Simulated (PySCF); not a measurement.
# H4O4Pb2 (Pb2(OH)2(OH)2): the cost of one run

Computed with PySCF 2.14.0. Level: several levels, as the steps say, no spin–orbit coupling.

1 further run of the same task is left out (for a known fault of the program).

### Step 1. Starting geometry

10 atoms, charge 0, spin multiplicity 1.

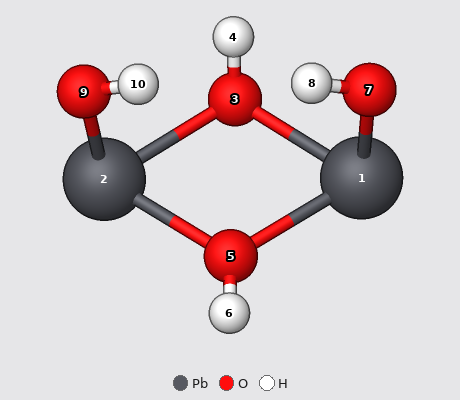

The geometry (lead dark grey, oxygen red, hydrogen white); atoms are numbered from 1 in the order of the file.

As a file:

| atom | x (Å) | y (Å) | z (Å) |
| --- | --- | --- | --- |
| Pb1 | 0.02516 | -0.62961 | 1.85256 |
| Pb2 | 0.02516 | -0.62961 | -1.85256 |
| O3 | 0.93060 | -1.63990 | 0.00000 |
| H4 | 1.89156 | -1.52671 | 0.00000 |
| O5 | -0.85129 | 0.39721 | 0.00000 |
| H6 | -1.50502 | 1.10554 | 0.00000 |
| O7 | 1.69006 | 0.66194 | 2.05606 |
| H8 | 1.92452 | 1.13487 | 1.24908 |
| O9 | 1.69006 | 0.66194 | -2.05606 |
| H10 | 1.92452 | 1.13487 | -1.24908 |

Formal oxidation states: Pb +2. An earlier session relaxed this geometry at PBE0, Pb def2-SVP with ECP60, O def2-SVP, H def2-SVP (singlet, point group Cs).

At PBE0 on the finer grid: E = -688.602520 Eh, HOMO -7.19 eV, LUMO -1.24 eV, Mulliken charge on Pb1 +0.79 e, largest force component 0.023 eV/Å. 

Levels to run: B3LYP; r2SCAN; CAM-B3LYP; TPSSh; PBE0, TZVP; PBE0, x2c-SVP. Hardware: 2 threads of Arm Neoverse V1, shared host.

### Step 2. B3LYP

run.py (the lines that set the calculation) reads:

```python
mol = gto.M(atom='''
Pb     0.02516    -0.62961     1.85256
Pb     0.02516    -0.62961    -1.85256
O      0.93060    -1.63990     0.00000
H      1.89156    -1.52671     0.00000
O     -0.85129     0.39721     0.00000
H     -1.50502     1.10554     0.00000
O      1.69006     0.66194     2.05606
H      1.92452     1.13487     1.24908
O      1.69006     0.66194    -2.05606
H      1.92452     1.13487    -1.24908''',
    basis={'Pb': 'def2-SVP', 'O': 'def2-SVP', 'H': 'def2-SVP'},
    ecp={'Pb': 'def2-SVP'},
    charge=0, spin=0)
mf = dft.RKS(mol, xc='B3LYP')
mf.grids.atom_grid = (75, 302)
mf = mf.density_fit()  # fitting sets: Pb def2-universal-JKFIT, O def2-universal-JKFIT, H def2-universal-JKFIT
mf.conv_tol = 1e-08; mf.max_cycle = 55
mf.kernel(dm0)  # dm0: the density of the relaxed state
```

Started as:

```console
OMP_NUM_THREADS=2 python run.py
```

**Question.** How long does this run take on 2 threads of Arm Neoverse V1, shared host?

About 9.7 s.
